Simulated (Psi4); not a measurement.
AlHF: single-point calculation (part 1 of 2)

System: AlHF, multiplicity 2, SMILES [F][AlH].
Method: MP3/def2-TZVPP, UHF (Psi4 1.11).

The geometry comes from this level: PBE0-D4/def2-TZVP.

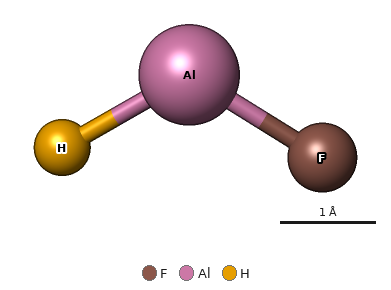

Fig. 1: The input geometry (ball-and-stick view, seen at a tilt). Sticks mark near contacts. Bond lengths as drawn: Al–F 1.66 Å and Al–H 1.61 Å.

## The input (run.py)
```python
import psi4

psi4.set_memory('1600 MB')
psi4.set_num_threads(1)
psi4.core.set_output_file('output.dat', False)

with open('alfh.xyz') as f:
    atoms = ''.join(f.readlines()[2:])
mol = psi4.geometry('0 2\n' + atoms + 'no_reorient\nno_com')

options = {'basis': 'def2-TZVPP', 'reference': 'uhf', 'scf_type': 'cd', 'freeze_core': True, 'mp_type': 'df', 's_orthogonalization': 'symmetric', 'r_convergence': 0.0001}
psi4.set_options(options)

energy_value = psi4.energy("mp3", molecule=mol)
print(f'total energy {energy_value:.8f} hartree = {energy_value * 27.211386:.5f} eV')
for k, v in sorted(psi4.core.scalar_variables().items()):
    print(f'{k:45s} {v:18.10f}')
```

## File alfh.xyz
```
3
AlFH
F      0.907100     0.893200     0.585600
Al    -0.432500     0.318000    -0.199500
H     -0.485400    -1.276100    -0.399300
```

Run as:
```bash
python run.py
```

## Output
```
=> Loading Basis Set <=

    Name: DEF2-TZVPP
    Role: ORBITAL
    Keyword: BASIS

         ---------------------------------------------------------
                                   SCF
                              UHF Reference
                        1 Threads,   1525 MiB Core
         ---------------------------------------------------------

  ==> Geometry <==

    Molecular point group: c1
    Full point group: C1

    Geometry (in Angstrom), charge = 0, multiplicity = 2:

       Center              X                  Y                   Z               Mass
    ------------   -----------------  -----------------  -----------------  -----------------
         F            0.907100000000     0.893200000000     0.585600000000    18.998403162730
         AL          -0.432500000000     0.318000000000    -0.199500000000    26.981538530000
         H           -0.485400000000    -1.276100000000    -0.399300000000     1.007825032230

  Running in c1 symmetry.

  Rotational constants: A =      2.00202  B =      0.42385  C =      0.34979 [cm^-1]
  Rotational constants: A =  60018.94783  B =  12706.58712  C =  10486.49548 [MHz]
  Nuclear repulsion =   43.396946493649196

  Charge       = 0
  Multiplicity = 2
  Electrons    = 23
  Nalpha       = 12
  Nbeta        = 11

  ==> Algorithm <==

  SCF Algorithm Type is CD.
  DIIS enabled.
  MOM disabled.
  Fractional occupation disabled.
  Guess Type is SAD.
  Energy threshold   = 1.00e-08
  Density threshold  = 1.00e-08
  Integral threshold = 1.00e-12

  ==> Primary Basis <==

  Basis Set: DEF2-TZVPP
    Blend: DEF2-TZVPP
    Number of shells: 31
    Number of basis functions: 87
    Number of Cartesian functions: 99
    Spherical Harmonics?: true
    Max angular momentum: 3

  ==> Integral Setup <==

  ==> CDJK: Cholesky-decomposed J/K Matrices <==

    J tasked:                     Yes
    K tasked:                     Yes
    wK tasked:                     No
    Integrals threads:              1
    Memory [MiB]:                1144
    Algorithm:                   Core
    Integral Cache:              SAVE
    Schwarz Cutoff:             1E-12
    Cholesky tolerance:      1.00E-04
    No. Cholesky vectors:         434

    Using symmetric orthogonalization.
  Minimum eigenvalue in the overlap matrix is 6.1629542678E-03.
  Reciprocal condition number of the overlap matrix is 1.4910042123E-03.

  ==> Pre-Iterations <==

  SCF Guess: Superposition of Atomic Densities via on-the-fly atomic UHF (no occupation information).

   -------------------------
    Irrep   Nso     Nmo
   -------------------------
     A         87      87
   -------------------------
    Total      87      87
   -------------------------

  ==> Iterations <==

                        Total Energy        Delta E     RMS |[F,P]|

   @UHF iter SAD:  -341.14982336367319   -3.41150e+02   0.00000e+00
   @UHF iter   1:  -341.96845109533587   -8.18628e-01   4.62890e-03 DIIS/ADIIS
   @UHF iter   2:  -342.00349177786745   -3.50407e-02   3.42097e-03 DIIS/ADIIS
   @UHF iter   3:  -342.02691768541052   -2.34259e-02   2.49374e-04 DIIS/ADIIS
   @UHF iter   4:  -342.02757548513779   -6.57800e-04   9.72264e-05 DIIS
   @UHF iter   5:  -342.02770772520358   -1.32240e-04   3.41601e-05 DIIS
   @UHF iter   6:  -342.02772535035092   -1.76251e-05   1.28396e-05 DIIS
   @UHF iter   7:  -342.02772888743539   -3.53708e-06   5.76644e-06 DIIS
   @UHF iter   8:  -342.02772985687398   -9.69439e-07   1.83873e-06 DIIS
   @UHF iter   9:  -342.02772996176145   -1.04887e-07   5.54461e-07 DIIS
   @UHF iter  10:  -342.02772997031377   -8.55232e-09   2.05075e-07 DIIS
   @UHF iter  11:  -342.02772997130995   -9.96181e-10   6.30092e-08 DIIS
   @UHF iter  12:  -342.02772997139760   -8.76526e-11   1.50144e-08 DIIS
   @UHF iter  13:  -342.02772997140175   -4.14957e-12   5.27905e-09 DIIS
  Energy and wave function converged.

  ==> Post-Iterations <==

   @Spin Contamination Metric:   7.389739390E-03
   @S^2 Expected:                7.500000000E-01
   @S^2 Observed:                7.573897394E-01
   @S   Expected:                5.000000000E-01
   @S   Observed:                5.000000000E-01

    Orbital Energies [Eh]
    ---------------------

    Alpha Occupied:

       1A    -58.509941     2A    -26.249924     3A     -4.923938
       4A     -3.239281     5A     -3.235750     6A     -3.233962
       7A     -1.537177     8A     -0.681719     9A     -0.625981
      10A     -0.617659    11A     -0.517264    12A     -0.326015

    Alpha Virtual:

      13A      0.027909    14A      0.100527    15A      0.146528
      16A      0.222482    17A      0.245661    18A      0.257363
      19A      0.292481    20A      0.295317    21A      0.314937
      22A      0.337834    23A      0.380590    24A      0.498154
      25A      0.568436    26A      0.743449    27A      0.805361
      28A      0.814300    29A      0.834415    30A      0.859234
      31A      0.863097    32A      0.881314    33A      0.895818
      34A      0.904470    35A      0.916899    36A      0.963692
      37A      0.995179    38A      1.041910    39A      1.068911
      40A      1.192028    41A      1.256903    42A      1.259055
      43A      1.397870    44A      1.624930    45A      2.129392
      46A      2.145958    47A      2.254972    48A      2.374554
      49A      2.401150    50A      2.669447    51A      2.679928
      52A      2.903378    53A      2.930301    54A      3.392834
      55A      3.428947    56A      3.481018    57A      3.538474
      58A      3.577182    59A      3.595742    60A      3.677708
      61A      3.760177    62A      3.814643    63A      3.851497
      64A      3.888494    65A      3.991619    66A      4.219488
      67A      4.227795    68A      4.271924    69A      4.490719
      70A      4.751272    71A      7.411882    72A      7.421632
      73A      7.423094    74A      7.424210    75A      7.425091
      76A      7.428930    77A      7.431761    78A      8.179893
      79A      8.945495    80A      8.960595    81A      9.165143
      82A      9.201152    83A      9.329657    84A      9.843197
      85A      9.970258    86A     10.295925    87A     58.588508

    Beta Occupied:

       1A    -58.505021     2A    -26.247873     3A     -4.915052
       4A     -3.232301     5A     -3.231182     6A     -3.224897
       7A     -1.531246     8A     -0.669884     9A     -0.617444
      10A     -0.616438    11A     -0.468670

    Beta Virtual:

      12A      0.027205    13A      0.056613    14A      0.117941
      15A      0.166050    16A      0.247887    17A      0.269797
      18A      0.301803    19A      0.307235    20A      0.313201
      21A      0.351770    22A      0.352089    23A      0.404664
      24A      0.513839    25A      0.594609    26A      0.749476
      27A      0.815064    28A      0.829120    29A      0.848765
      30A      0.881948    31A      0.895425    32A      0.904558
      33A      0.909960    34A      0.911403    35A      0.936788
      36A      0.972028    37A      1.017305    38A      1.051639
      39A      1.078038    40A      1.196538    41A      1.271432
      42A      1.276036    43A      1.406602    44A      1.636853
      45A      2.138845    46A      2.175664    47A      2.261812
      48A      2.376006    49A      2.403378    50A      2.671400
      51A      2.684213    52A      2.917130    53A      2.941093
      54A      3.397619    55A      3.435725    56A      3.484833
      57A      3.542424    58A      3.586192    59A      3.604878
      60A      3.683127    61A      3.763537    62A      3.821538
      63A      3.857719    64A      3.895385    65A      4.000265
      66A      4.230827    67A      4.242334    68A      4.278143
      69A      4.497679    70A      4.761672    71A      7.413236
      72A      7.422735    73A      7.423930    74A      7.424877
      75A      7.426465    76A      7.430593    77A      7.434026
      78A      8.187838    79A      8.947605    80A      8.962687
      81A      9.167549    82A      9.205209    83A      9.333935
      84A      9.846062    85A      9.980005    86A     10.298346
      87A     58.589817

    Final Occupation by Irrep:
              A
    DOCC [    11 ]
    SOCC [     1 ]
    NA   [    12 ]
    NB   [    11 ]

  @UHF Final Energy:  -342.02772997140175

   => Energetics <=

    Nuclear Repulsion Energy =             43.3969464936491960
    One-Electron Energy =                -563.8907359724772732
    Two-Electron Energy =                 178.4660595074262801
    Total Energy =                       -342.0277299714017545

  UHF NO Occupations:
  HONO-2 :   10  A 1.9998936
  HONO-1 :   11  A 1.9964726
  HONO-0 :   12  A 1.0000000
  LUNO+0 :   13  A 0.0035274
  LUNO+1 :   14  A 0.0001064
  LUNO+2 :   15  A 0.0000557
  LUNO+3 :   16  A 0.0000054

Computation Completed

Properties will be evaluated at   0.000000,   0.000000,   0.000000 [a0]

Properties computed using the SCF density matrix

 Multipole Moments:

 ------------------------------------------------------------------------------------
     Multipole            Electronic (a.u.)      Nuclear  (a.u.)        Total (a.u.)
 ------------------------------------------------------------------------------------

 L = 1.  Multiply by 2.5417464519 to convert [e a0] to [Debye]
 Dipole X            :         -4.4795560            3.8852769           -0.5942790
 Dipole Y            :        -20.6384521           20.5917787           -0.0466735
 Dipole Z            :         -4.6299418            4.3040402           -0.3259016
 Magnitude           :                                                    0.6793805

 ------------------------------------------------------------------------------------

	total time  =          3 seconds =       0.05 minutes
  Constructing Basis Sets for DFOCC...

   => Loading Basis Set <=

    Name: (DEF2-TZVPP AUX)
    Role: JKFIT
    Keyword: DF_BASIS_SCF

   => Loading Basis Set <=

    Name: (DEF2-TZVPP AUX)
    Role: RIFIT
    Keyword: DF_BASIS_CC
```
